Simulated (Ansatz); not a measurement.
## Geometry relaxation, with input and output: SnPH5S

SnPH5S, SMILES [PH2][SnH2][SH], computed with RKS PBE0-D4/def2-TZVP (Ansatz 0.2.0).

The geometry: PBE-D4/def2-SVP start. Figures and captions count atoms from 1; the log counts them from 0 in places.

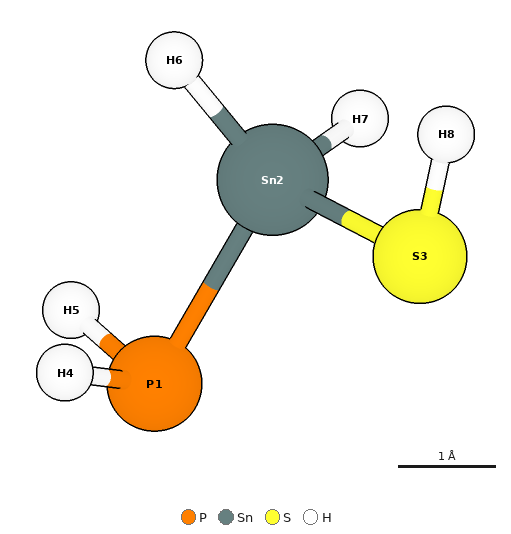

Figure 1. The input geometry (ball-and-stick view, seen at a tilt; atoms are numbered from 1 in the order of the input). Sticks mark near contacts. Bond lengths as drawn: H–P 1.44 Å, H–S 1.36 Å, H–Sn 1.73 to 1.74 Å, P–Sn 2.54 Å and S–Sn 2.45 Å.

## Input file
```yaml
crystal:
  periodic: [false, false, false]
  atoms:
    - {symbol: P, position_ang: [-1.153908, 0.608054, -1.606741]}
    - {symbol: Sn, position_ang: [0.561246, 0.068565, 0.187458]}
    - {symbol: S, position_ang: [0.325437, -2.353995, 0.491852]}
    - {symbol: H, position_ang: [-2.216107, 0.658477, -0.632090]}
    - {symbol: H, position_ang: [-0.893885, 2.022429, -1.473165]}
    - {symbol: H, position_ang: [0.284460, 0.847368, 1.713425]}
    - {symbol: H, position_ang: [2.150421, 0.447705, -0.393947]}
    - {symbol: H, position_ang: [1.034536, -2.355703, 1.657307]}
basis:
  gaussian: {orbitals: def2-TZVP}
hamiltonian: {xc: pbe0, dispersion: d4}
relax: {f_tol: 0.005, max_steps: 150}
```

Machine: 2 threads of AMD EPYC, 23 GiB of memory available, shared host.

Run as:
```bash
ansatz run in.yaml --threads 2 --pin off --events-out ev --progress --plain --max-ram 4352MiB
```

## Log
```
Functional definition: PBE0
  name "PBE0"
  cite "Adamo & Barone, J. Chem. Phys. 110, 6158 (1999) doi:10.1063/1.478522"
  cite "Perdew, Burke & Ernzerhof, Phys. Rev. Lett. 77, 3865 (1996) doi:10.1103/PhysRevLett.77.3865"
  parent pbe
  parameter a = 0.25
  parameter kappa = 0.804
  parameter beta = 0.06672455060314922
  exchange = (1 - a)*pbe_x(kappa = kappa, mu = beta*pi^2/3) + a*exact_x
  correlation = pbe_c(beta = beta)
1234 factors; their error is unknown
mean field evaluation 1: about -26029.9117 eV, gradient 2.0e1 eV
mean field evaluation 2: about -26029.9010 eV, gradient 2.1e1 eV
mean field evaluation 4: about -26030.9629 eV, gradient 8.5e-1 eV
mean field evaluation 8: about -26031.0687 eV, gradient 1.9e-1 eV
mean field evaluation 16: about -26031.0687 eV, gradient 6.1e-5 eV
mean field -26031.06870052 eV, -956.6241302519 hartree, gradient 6.1e-5 eV, S^2 0.000000; 0 other end points of the search recorded, 0 dependent functions left out
the calculation of the forces begins
reference -26031.06873564 eV, -956.6241315426 hartree; 29, 29 occupied and 125, 125 virtual orbitals, 1234 factors
relax step   1: F+E_penalty+E_count = -26031.24038849 eV  Δ(F+E_penalty+E_count) = +0.000e0 eV  max|allowed force component| = 6.207e-1 eV/Å  Δτ_max = 0.0000 Å  (25 SCF iters, accepted)
these checks for a lower state are left out or cut short: starts, cluster_reference, orbital_swaps, neighbouring_geometries, increment
1234 factors; their error is unknown
mean field -26031.09112831 eV, -956.6249544580 hartree, gradient 1.6e-5 eV, S^2 0.000000; 0 other end points of the search recorded, 0 dependent functions left out
[... from here on the field's lines of each further geometry are left out, up to the last ...]
relax step   2: F+E_penalty+E_count = -26031.26628797 eV  Δ(F+E_penalty+E_count) = -2.590e-2 eV  max|allowed force component| = 3.747e-1 eV/Å  Δτ_max = 0.0705 Å  (28 SCF iters, accepted)
relax step   3: F+E_penalty+E_count = -26031.28078908 eV  Δ(F+E_penalty+E_count) = -1.450e-2 eV  max|allowed force component| = 1.504e-1 eV/Å  Δτ_max = 0.0354 Å  (29 SCF iters, accepted)
relax step   4: F+E_penalty+E_count = -26031.28245936 eV  Δ(F+E_penalty+E_count) = -1.670e-3 eV  max|allowed force component| = 9.986e-2 eV/Å  Δτ_max = 0.0561 Å  (29 SCF iters, accepted)
relax step   5: F+E_penalty+E_count = -26031.28304980 eV  Δ(F+E_penalty+E_count) = -5.904e-4 eV  max|allowed force component| = 2.258e-1 eV/Å  Δτ_max = 0.1105 Å  (27 SCF iters, accepted)
relax step   6: F+E_penalty+E_count = -26031.28436188 eV  Δ(F+E_penalty+E_count) = -1.312e-3 eV  max|allowed force component| = 7.856e-3 eV/Å  Δτ_max = 0.0161 Å  (29 SCF iters, accepted)
relax step   7: F+E_penalty+E_count = -26031.28435218 eV  Δ(F+E_penalty+E_count) = +9.695e-6 eV  max|allowed force component| = 1.780e-2 eV/Å  Δτ_max = 0.0240 Å  (29 SCF iters, rejected (line search))
relax step   8: F+E_penalty+E_count = -26031.28442366 eV  Δ(F+E_penalty+E_count) = -6.178e-5 eV  max|allowed force component| = 1.834e-3 eV/Å  Δτ_max = 0.0120 Å  (31 SCF iters, accepted)
relax step   9: F+E_penalty+E_count = -26031.28444365 eV  Δ(F+E_penalty+E_count) = -2.000e-5 eV  max|allowed force component| = 2.685e-2 eV/Å  Δτ_max = 0.0252 Å  (29 SCF iters, accepted)
relax step  10: F+E_penalty+E_count = -26031.28445993 eV  Δ(F+E_penalty+E_count) = -1.628e-5 eV  max|allowed force component| = 6.396e-3 eV/Å  Δτ_max = 0.0084 Å  (31 SCF iters, accepted)
relax step  11: F+E_penalty+E_count = -26031.28448990 eV  Δ(F+E_penalty+E_count) = -2.997e-5 eV  max|allowed force component| = 3.666e-3 eV/Å  Δτ_max = 0.0080 Å  (30 SCF iters, accepted)
relax step  12: F+E_penalty+E_count = -26031.28450054 eV  Δ(F+E_penalty+E_count) = -1.064e-5 eV  max|allowed force component| = 1.379e-2 eV/Å  Δτ_max = 0.0165 Å  (29 SCF iters, accepted)
relax step  13: F+E_penalty+E_count = -26031.28451130 eV  Δ(F+E_penalty+E_count) = -1.076e-5 eV  max|allowed force component| = 1.389e-2 eV/Å  Δτ_max = 0.0108 Å  (30 SCF iters, accepted)
relax step  14: F+E_penalty+E_count = -26031.28451634 eV  Δ(F+E_penalty+E_count) = -5.048e-6 eV  max|allowed force component| = 7.982e-3 eV/Å  Δτ_max = 0.0031 Å  (21 SCF iters, accepted)
the calculation of the forces begins
reference -26031.11086591 eV, -956.6256798014 hartree; 29, 29 occupied and 125, 125 virtual orbitals, 1234 factors
relax step  15: F+E_penalty+E_count = -26031.28451812 eV  Δ(F+E_penalty+E_count) = -1.778e-6 eV  max|allowed force component| = 2.863e-3 eV/Å  Δτ_max = 0.0043 Å  (22 SCF iters, accepted)
1234 factors; their error is unknown
mean field evaluation 128: about -26031.1108 eV, gradient 1.8e-4 eV
```

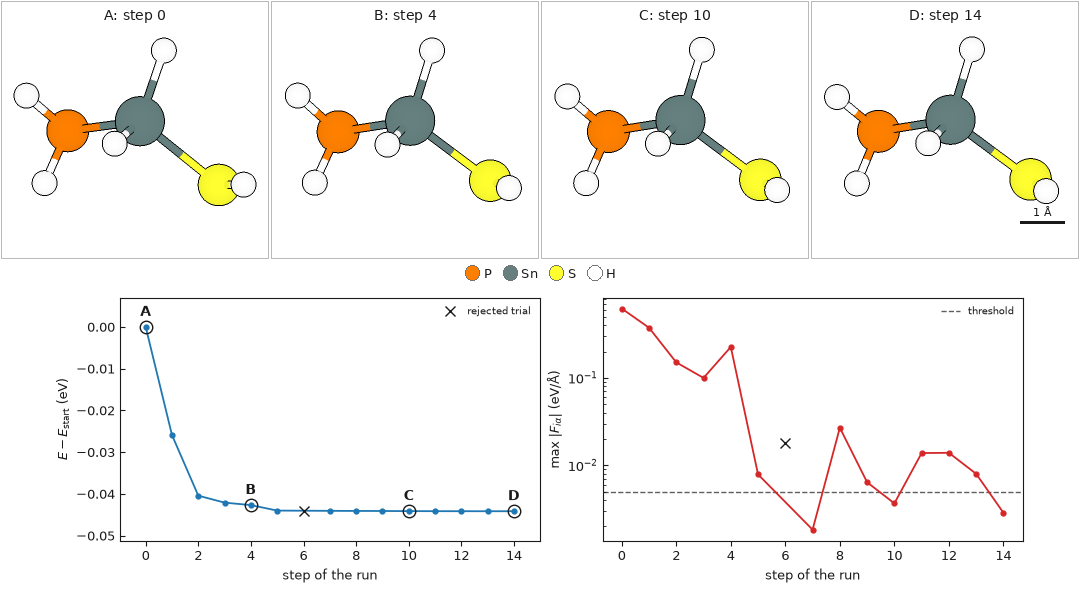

Figure 2. Frames of the relaxation (ball-and-stick view, seen at a tilt) above the curves, on which the letters mark them (the first geometry is step 0 here and step 1 in the log).

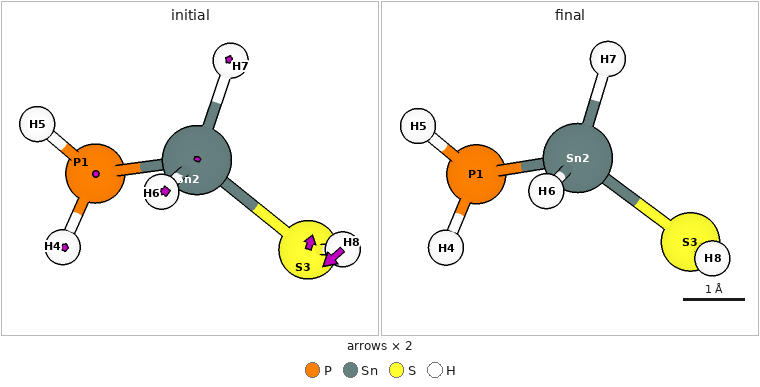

Figure 3. Before (left) and after (right) the relaxation, at one scale (ball-and-stick view, seen at a tilt). The pink arrows give the displacements, magnified 2 times. The atom that moves furthest after the best rigid fit is H8 (0.23 Å). Largest moves by element: H 0.23 Å, S 0.14 Å, Sn 0.04 Å, P 0.04 Å. Among the contacts that change: Sn2–S3 2.453 → 2.411 Å, P1–Sn2 2.540 → 2.499 Å, Sn2–H6 1.735 → 1.709 Å, Sn2–H7 1.734 → 1.710 Å. After 14 geometry steps the energy has fallen by 0.044 eV. Largest force component: 0.62 eV/Å at the start, 0.0029 eV/Å at the end. The line search rejected the trial step at point 6 (counted from 0) and went back. (Atoms are counted from 1 in the order of the input.)

```
mean field -26031.11083112 eV, -956.6256785232 hartree, gradient 1.8e-5 eV, S^2 0.000000; 1 other end points of the search recorded, 0 dependent functions left out
the calculation of the forces begins
reference -26031.11086591 eV, -956.6256798014 hartree; 29, 29 occupied and 125, 125 virtual orbitals, 1234 factors
Total energy: -26031.28455290 eV, -956.6320626808 hartree
Atom 0 at    -1.142685     0.603289    -1.565484 Å, force    -0.001405     0.002322     0.000454 eV/Å
Atom 1 at     0.589122     0.064387     0.153682 Å, force    -0.001016    -0.000739     0.001325 eV/Å
Atom 2 at     0.443192    -2.325531     0.432181 Å, force     0.000420    -0.000127     0.000562 eV/Å
Atom 3 at    -2.182182     0.622534    -0.597142 Å, force     0.002863    -0.000711    -0.000459 eV/Å
Atom 4 at    -0.906481     2.001197    -1.447163 Å, force     0.000161    -0.001711    -0.000702 eV/Å
Atom 5 at     0.328319     0.773880     1.686547 Å, force     0.000324     0.000033     0.000416 eV/Å
Atom 6 at     2.136937     0.486688    -0.437313 Å, force    -0.000786     0.000478    -0.000579 eV/Å
Atom 7 at     0.825979    -2.283545     1.718791 Å, force    -0.000560     0.000454    -0.001017 eV/Å
Dipole moment:     0.027135     0.365995     0.207696 e Å
```

## Trajectory as extended XYZ (Å, eV, eV/Å), 15 frames, from step=1 to step=15
```
8
Properties=species:S:1:pos:R:3:forces:R:3 step=1 energy=-26031.24039
P    -1.1539    0.6081   -1.6067    0.0117   0.3685   0.6207
Sn    0.5612    0.0686    0.1875   -0.0796  -0.1646  -0.0638
S     0.3254   -2.3540    0.4919    0.3403   0.5003   0.3968
H    -2.2161    0.6585   -0.6321    0.2974  -0.0326  -0.2872
H    -0.8939    2.0224   -1.4732   -0.0657  -0.4028  -0.0595
H     0.2845    0.8474    1.7134    0.0543  -0.1699  -0.2921
H     2.1504    0.4477   -0.3939   -0.2846  -0.0895   0.1220
H     1.0345   -2.3557    1.6573   -0.2738  -0.0093  -0.4369
8
Properties=species:S:1:pos:R:3:forces:R:3 step=2 energy=-26031.26629
P    -1.1296    0.6054   -1.5703   -0.3100   0.2249  -0.1194
Sn    0.5417    0.0661    0.1618    0.1340   0.0300   0.1495
S     0.3401   -2.2896    0.4861    0.0422  -0.3747   0.1752
H    -2.1903    0.6490   -0.6148    0.1133  -0.0091  -0.1041
H    -0.8750    2.0077   -1.4525   -0.0216  -0.1549  -0.0182
H     0.2687    0.8019    1.6618   -0.0373   0.1411   0.2070
H     2.1093    0.4157   -0.3778    0.1911   0.0816  -0.0970
H     1.0273   -2.3133    1.6497   -0.1118   0.0611  -0.1930
8
Properties=species:S:1:pos:R:3:forces:R:3 step=3 energy=-26031.28079
P    -1.1352    0.6033   -1.5726   -0.0621   0.0749  -0.0024
Sn    0.5525    0.0562    0.1791   -0.0180   0.0209  -0.0455
S     0.3301   -2.3220    0.4757    0.1000   0.0405   0.1504
H    -2.1916    0.6473   -0.6201    0.0324  -0.0044  -0.0312
H    -0.8789    2.0000   -1.4552   -0.0099  -0.0469  -0.0124
H     0.2792    0.8161    1.6835   -0.0001  -0.0042   0.0402
H     2.1215    0.4288   -0.3830    0.0299   0.0007  -0.0096
H     1.0145   -2.2867    1.6367   -0.0722  -0.0816  -0.0895
8
Properties=species:S:1:pos:R:3:forces:R:3 step=4 energy=-26031.28246
P    -1.1424    0.6101   -1.5800    0.0215  -0.0155   0.0417
Sn    0.5560    0.0673    0.1781    0.0013  -0.0113   0.0203
S     0.3396   -2.3167    0.4866    0.0478   0.0158   0.0648
H    -2.1968    0.6516   -0.6277    0.0075  -0.0001  -0.0068
H    -0.8904    2.0058   -1.4671    0.0059  -0.0081   0.0032
H     0.2859    0.8240    1.6904    0.0070  -0.0142  -0.0320
H     2.1277    0.4408   -0.3902   -0.0333  -0.0080   0.0086
H     1.0126   -2.3401    1.6540   -0.0576   0.0415  -0.0999
8
Properties=species:S:1:pos:R:3:forces:R:3 step=5 energy=-26031.28305
P    -1.1570    0.6009   -1.5670    0.0243  -0.0212  -0.0020
Sn    0.5667    0.0597    0.1619    0.0004  -0.0050   0.0541
S     0.4202   -2.3294    0.4549   -0.0896  -0.0098  -0.2258
H    -2.1916    0.6749   -0.5973   -0.0108  -0.0012   0.0123
H    -0.8791    1.9931   -1.4828    0.0036   0.0071   0.0023
H     0.2940    0.7700    1.6954    0.0092   0.0019  -0.0355
H     2.1223    0.4760   -0.4150   -0.0143   0.0044  -0.0020
H     0.9168   -2.3023    1.6940    0.0773   0.0237   0.1966
8
Properties=species:S:1:pos:R:3:forces:R:3 step=6 energy=-26031.28436
P    -1.1527    0.5966   -1.5641    0.0016  -0.0023   0.0079
Sn    0.5696    0.0601    0.1653   -0.0027   0.0025  -0.0047
S     0.4211   -2.3291    0.4435    0.0007  -0.0004   0.0040
H    -2.1878    0.6671   -0.5934   -0.0023   0.0001  -0.0039
H    -0.8780    1.9897   -1.4787   -0.0027   0.0014  -0.0013
H     0.2990    0.7762    1.6938    0.0038  -0.0017  -0.0017
H     2.1196    0.4817   -0.4199    0.0046   0.0013   0.0028
H     0.9014   -2.2994    1.6976   -0.0029  -0.0007  -0.0030
8
Properties=species:S:1:pos:R:3:forces:R:3 step=7 energy=-26031.28435 accepted=F
P    -1.1528    0.5967   -1.5625    0.0006   0.0052  -0.0110
Sn    0.5759    0.0612    0.1605    0.0019   0.0025   0.0178
S     0.4293   -2.3281    0.4389   -0.0020  -0.0053  -0.0050
H    -2.1909    0.6596   -0.5947    0.0071  -0.0054   0.0066
H    -0.8882    1.9917   -1.4760    0.0019  -0.0015  -0.0004
H     0.3123    0.7712    1.6927   -0.0053   0.0034   0.0028
H     2.1278    0.4849   -0.4187   -0.0037  -0.0001  -0.0119
H     0.8788   -2.2943    1.7040   -0.0004   0.0013   0.0012
8
Properties=species:S:1:pos:R:3:forces:R:3 step=8 energy=-26031.28442
P    -1.1512    0.5971   -1.5638    0.0009   0.0003   0.0018
Sn    0.5731    0.0613    0.1637   -0.0011   0.0007  -0.0008
S     0.4232   -2.3281    0.4414    0.0001   0.0003   0.0003
H    -2.1882    0.6601   -0.5948    0.0008  -0.0012  -0.0005
H    -0.8838    1.9914   -1.4751   -0.0012   0.0003  -0.0007
H     0.3057    0.7759    1.6932    0.0011  -0.0005   0.0002
H     2.1236    0.4827   -0.4210    0.0008   0.0001  -0.0001
H     0.8899   -2.2976    1.7004   -0.0014   0.0000  -0.0002
8
Properties=species:S:1:pos:R:3:forces:R:3 step=9 energy=-26031.28444
P    -1.1501    0.5976   -1.5632    0.0006   0.0016  -0.0044
Sn    0.5786    0.0626    0.1599    0.0048  -0.0014   0.0073
S     0.4321   -2.3275    0.4364    0.0093   0.0011   0.0247
H    -2.1867    0.6513   -0.5934    0.0003  -0.0014   0.0023
H    -0.8915    1.9935   -1.4715    0.0007  -0.0009   0.0013
H     0.3149    0.7711    1.6929   -0.0021   0.0022  -0.0013
H     2.1285    0.4868   -0.4248   -0.0037  -0.0010  -0.0031
H     0.8664   -2.2925    1.7079   -0.0099  -0.0003  -0.0269
8
Properties=species:S:1:pos:R:3:forces:R:3 step=10 energy=-26031.28446
P    -1.1475    0.5984   -1.5641   -0.0002   0.0064  -0.0020
Sn    0.5801    0.0638    0.1603    0.0032  -0.0024   0.0010
S     0.4267   -2.3258    0.4367    0.0016   0.0037  -0.0001
H    -2.1865    0.6433   -0.5961    0.0036  -0.0014   0.0008
H    -0.8956    1.9951   -1.4661   -0.0001  -0.0033   0.0002
H     0.3182    0.7758    1.6917   -0.0036   0.0007   0.0018
H     2.1314    0.4841   -0.4239   -0.0043  -0.0014  -0.0038
H     0.8653   -2.2919    1.7056   -0.0002  -0.0024   0.0021
8
Properties=species:S:1:pos:R:3:forces:R:3 step=11 energy=-26031.28449
P    -1.1467    0.5995   -1.5642   -0.0018  -0.0016  -0.0013
Sn    0.5813    0.0633    0.1594    0.0011   0.0037  -0.0003
S     0.4318   -2.3262    0.4359    0.0002  -0.0019   0.0002
H    -2.1846    0.6411   -0.5950    0.0000   0.0004  -0.0007
H    -0.8961    1.9962   -1.4639    0.0009   0.0002   0.0022
H     0.3179    0.7749    1.6910   -0.0002  -0.0005  -0.0003
H     2.1305    0.4852   -0.4282    0.0004  -0.0001  -0.0004
H     0.8581   -2.2912    1.7090   -0.0005  -0.0001   0.0007
8
Properties=species:S:1:pos:R:3:forces:R:3 step=12 energy=-26031.28450
P    -1.1455    0.6006   -1.5646    0.0020  -0.0014   0.0008
Sn    0.5846    0.0640    0.1568   -0.0022   0.0003   0.0003
S     0.4384   -2.3257    0.4335    0.0043  -0.0044   0.0138
H    -2.1836    0.6339   -0.5952    0.0005   0.0012  -0.0001
H    -0.8983    1.9972   -1.4561   -0.0030   0.0032  -0.0010
H     0.3217    0.7738    1.6893    0.0012  -0.0002  -0.0018
H     2.1323    0.4871   -0.4336    0.0014   0.0011   0.0007
H     0.8428   -2.2878    1.7141   -0.0043   0.0001  -0.0127
8
Properties=species:S:1:pos:R:3:forces:R:3 step=13 energy=-26031.28451
P    -1.1435    0.6022   -1.5650   -0.0033  -0.0008   0.0011
Sn    0.5873    0.0641    0.1553   -0.0006   0.0032  -0.0003
S     0.4412   -2.3256    0.4325    0.0041  -0.0026   0.0137
H    -2.1821    0.6271   -0.5958    0.0015   0.0005  -0.0022
H    -0.9037    1.9999   -1.4519    0.0005  -0.0007   0.0012
H     0.3256    0.7740    1.6879    0.0009  -0.0007  -0.0004
H     2.1347    0.4872   -0.4360    0.0014   0.0002   0.0008
H     0.8326   -2.2860    1.7172   -0.0045   0.0009  -0.0139
8
Properties=species:S:1:pos:R:3:forces:R:3 step=14 energy=-26031.28452
P    -1.1431    0.6027   -1.5655   -0.0022   0.0011   0.0030
Sn    0.5879    0.0643    0.1546    0.0006   0.0008  -0.0015
S     0.4415   -2.3256    0.4323    0.0025  -0.0002   0.0080
H    -2.1816    0.6247   -0.5961    0.0013   0.0004  -0.0027
H    -0.9051    2.0005   -1.4498    0.0001  -0.0016   0.0002
H     0.3269    0.7741    1.6873   -0.0001  -0.0004   0.0002
H     2.1357    0.4868   -0.4363    0.0004   0.0002   0.0002
H     0.8299   -2.2846    1.7175   -0.0026  -0.0003  -0.0075
8
Properties=species:S:1:pos:R:3:forces:R:3 step=15 energy=-26031.28452
P    -1.1427    0.6033   -1.5655   -0.0014   0.0023   0.0005
Sn    0.5891    0.0644    0.1537   -0.0010  -0.0007   0.0013
S     0.4432   -2.3255    0.4322    0.0004  -0.0001   0.0006
H    -2.1822    0.6225   -0.5971    0.0029  -0.0007  -0.0005
H    -0.9065    2.0012   -1.4472    0.0002  -0.0017  -0.0007
H     0.3283    0.7739    1.6865    0.0003   0.0000   0.0004
H     2.1369    0.4867   -0.4373   -0.0008   0.0005  -0.0006
H     0.8260   -2.2835    1.7188   -0.0006   0.0005  -0.0010
```

## Results in brief

- outcome: converged
- total energy: −26031.2846 eV
- mean-field energy: −26031.1109 eV
- dispersion energy: −0.1737 eV
- SCF solution under orbital rotations: stable
- largest force (length of the vector) at the end: 0.003 eV/Å
- dipole moment: 2.03 D
- wall time: 50 s (CPU time 95 s)
- peak memory: 0.42 GiB
